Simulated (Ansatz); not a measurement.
Fields on a plane of Be (hcp, Mg type)

```
Be
1.0
    2.25685     0.00000     0.00000
   -1.12842     1.95449     0.00000
    0.00000     0.00000     3.55250
Be
2
Direct
  0.33333   0.66667   0.75000
  0.66667   0.33333   0.25000
```

The slice is a (0001) plane (indices of the conventional cell) through the point (0.333, 0.667, 0.750) (fractional), spanned by u = [110] and v = [1 -1 0] in vectors of this cell: u (2.26 Å) and v (3.91 Å, at 90° to u). It covers one period; positions are fractions (u, v).

Atoms on it: Be at (0.00, 0.00); Be at (0.50, 0.50).

The numbers are results of PBEsol (plane waves to 420 eV, PAW, scalar-relativistic; Ansatz, an electronic-structure program), not measurements. k mesh 23×23×13. Inside the PAW spheres the values are not all-electron values, and peaks at nuclei hang on which shells count as valence. Be was relaxed with its symmetry unable to fall. The PAW data are Ansatz's earlier set.

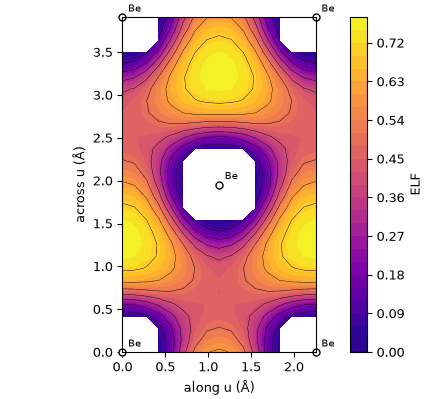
Figure: Electron localisation function (ELF), one period of the plane, atoms marked. Points within 0.4 Å of a nucleus are left white, as the pseudised field means little there.

| v \ u | 0.00 | 0.12 | 0.25 | 0.38 | 0.50 | 0.62 | 0.75 | 0.88 |
|---|---|---|---|---|---|---|---|---|
| 0.96 | -1.0 | -0.8 | -0.6 | -0.6 | -0.6 | -0.6 | -0.6 | -0.8 |
| 0.86 | -0.6 | -0.6 | -0.5 | -0.5 | -0.5 | -0.5 | -0.5 | -0.6 |
| 0.75 | -0.6 | -0.6 | -0.6 | -0.5 | -0.5 | -0.5 | -0.6 | -0.6 |
| 0.64 | -0.7 | -0.6 | -0.6 | -0.6 | -0.6 | -0.6 | -0.6 | -0.6 |
| 0.54 | -0.6 | -0.6 | -0.6 | -0.8 | -1.0 | -0.8 | -0.6 | -0.6 |
| 0.43 | -0.5 | -0.5 | -0.6 | -0.7 | -0.9 | -0.7 | -0.6 | -0.5 |
| 0.32 | -0.5 | -0.5 | -0.6 | -0.6 | -0.6 | -0.6 | -0.6 | -0.5 |
| 0.21 | -0.5 | -0.6 | -0.6 | -0.6 | -0.6 | -0.6 | -0.6 | -0.6 |
| 0.11 | -0.7 | -0.6 | -0.6 | -0.6 | -0.6 | -0.6 | -0.6 | -0.6 |
| 0.00 | -1.1 | -0.8 | -0.6 | -0.6 | -0.6 | -0.6 | -0.6 | -0.8 |

Values: log₁₀ of the valence density in e/Å³. The scale is logarithmic, as a density can span decades between atoms and voids.

The density on the Be–Be line (2.26 Å) at its midpoint comes out as 0.26 e/Å³ and the ELF at that point is 0.62. ELF maximum in the middle third of the Be–Be line: 0.62, 1.1 Å from Be.
